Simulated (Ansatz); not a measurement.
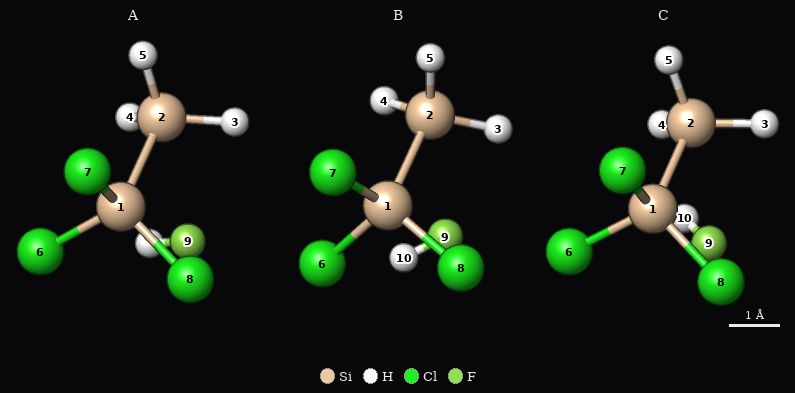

3 geometries from one relaxation of Si2H4Cl3F, in shuffled order. The picture is a ball-and-stick view, seen from a free direction.

The run prepares an end point of a later path (reaction) calculation, from a guessed geometry.

Computed with Ansatz, RKS B3LYP/6-31G*. Settings: no spin polarisation; force threshold 0.03 eV/Å; at most 50 steps.

> Put them in the order of the run, from the start to the converged end.

C, A, B. They are steps 0, 7, 22, at +0.238 eV, +0.059 eV relative to the last. H10 moves most after the best rigid fit: 0.87 Å. By element the largest moves are H 0.87 Å, Cl 0.53 Å, F 0.48 Å, Si 0.19 Å. Some distances before and after: Si1–Si2 2.259 → 2.356 Å, Si1–Cl6 2.079 → 2.102 Å, Si1–Cl7 2.087 → 2.075 Å, Si2–H4 1.491 → 1.483 Å. Among the angles between lasting bonds that change: Si2–Si1–Cl7 107.3° → 110.3°, H4–Si2–H5 106.6° → 109.5°, Si2–Si1–Cl8 116.1° → 113.3°. Groups turn about Si1–Si2 by about 35°. Over 18 accepted moves (22 points after the start) the energy falls by 0.238 eV. Largest force component: 1.3 eV/Å at the start, 0.012 eV/Å at the end. The line search rejected the trial steps at points 6, 10, 14, 18 of the run. The forces were under the threshold at step 17, but the run went on from there. Cost: 64 s on 4 threads of Arm Neoverse V1 (shared host), peak memory 0.33 GiB.
